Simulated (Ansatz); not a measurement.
Band structure of CdS (F-43m, 2 atoms in the cell).

```yaml
crystal:
  lattice:
    - [0.00000, 2.95502, 2.95502]
    - [2.95502, 0.00000, 2.95502]
    - [2.95502, 2.95502, 0.00000]
  atoms:
    - { symbol: Cd, position: [0.00000, 0.00000, 0.00000] }
    - { symbol: S, position: [0.25000, 0.25000, 0.25000] }
```

Level of theory: PBE (plane waves, PAW; Ansatz, a first-principles code).

Settings: basis.ecutwfc = 420 eV; kpoints.mp_grid.grid = 7 7 7; hamiltonian.xc = pbe; hamiltonian.pseudopotentials = {kind: paw} (the program's default PAW files); scf.occupations.method = fixed; kpoints.band_path.npoints = 8.

The starting cell comes from a database of computed structures (which also holds hypothetical and non-ambient phases and stackings), without a prior relaxation at this level. Its lattice was rescaled by a random factor within 2.5 % of one.

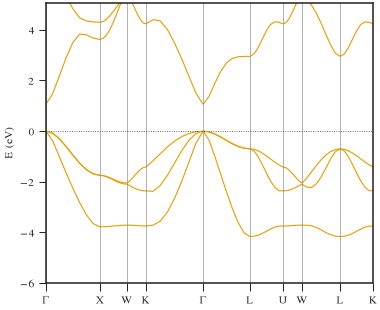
Fig. 1. Bands along the path, energies from the top of the valence band on the path.

Question: Read off roughly the gap and where its edges lie.

Answer: The gap along the path is about 1.1 eV (computed: 1.06 eV), direct at Γ to within 0.01 eV.

Levels in eV from the top of the valence band on the path, bands 10 to 16:
| point | 10 | 11 | 12 | 13 | 14 | 15 | 16 |
|---|---|---|---|---|---|---|---|
| Γ | -7.16 | 0.00 | 0.00 | 0.00 | 1.06 | 6.53 | 6.53 |
| X | -6.75 | -3.78 | -1.74 | -1.74 | 3.62 | 4.30 | 9.03 |
| W | -6.59 | -3.71 | -2.09 | -2.05 | 5.25 | 5.44 | 7.15 |
| K | -6.64 | -3.74 | -2.36 | -1.42 | 4.23 | 5.35 | 8.39 |
| L | -6.81 | -4.16 | -0.70 | -0.70 | 2.95 | 6.99 | 6.99 |
| U | -6.64 | -3.74 | -2.36 | -1.42 | 4.23 | 5.35 | 8.39 |

Keys are those of Ansatz 0.2.
